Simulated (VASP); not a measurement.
Band structure of MgF₂ (rutile). Computed with vdW-DF-cx, VASP's PBE PAW potentials (set 64) (plane waves; VASP).

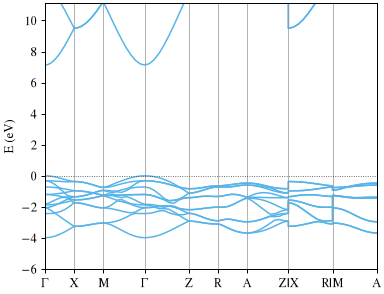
Fig. 1. Bands along high-symmetry lines, zero at the valence-band maximum or, without a gap, the Fermi level

Q: Read the plot: is there a gap, and where are the band edges?

A: The gap is direct, 7.13 eV, from the valence maximum at Γ to the conduction minimum at Γ. (Edges off the drawn lines would not show.)

Measured: gap 12.40 eV (computed value off by -5.27 eV), as given by Andrés Aguado et al., Journal of the Physical Society of Japan (1999), arXiv:cond-mat/9901145.

The compound is MgF2 in the rutile structure. It was relaxed first.
